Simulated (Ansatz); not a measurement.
**SiSe2, pressure series**

Base system: SiSe2 (space group Ibam, No. 72; a = 6.301 Å, b = 9.302 Å, c = 5.856 Å; made of chains).

Cell and atoms are relaxed at each pressure.

All numbers come from Ansatz (a program for electronic structure), PBEsol, PAW, cutoff 420 eV, without spin-orbit coupling.

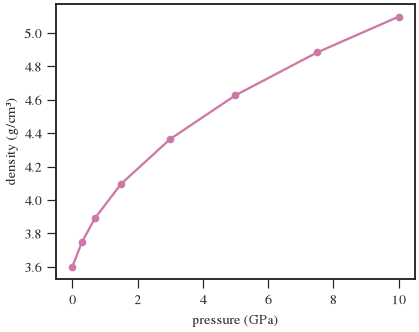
Fig. 1. Density against pressure

```csv
pressure (GPa),density
0.3,3.75 g/cm³
0.7,3.89 g/cm³
1.5,4.10 g/cm³
3,4.36 g/cm³
5,4.63 g/cm³
7.5,4.88 g/cm³
10,5.10 g/cm³
```

Load acts through the strain it causes; cell and atoms are relaxed under it. Stability against distortions was not tested. No other phases were tried under pressure. No dispersion term is included in the PBEsol runs.
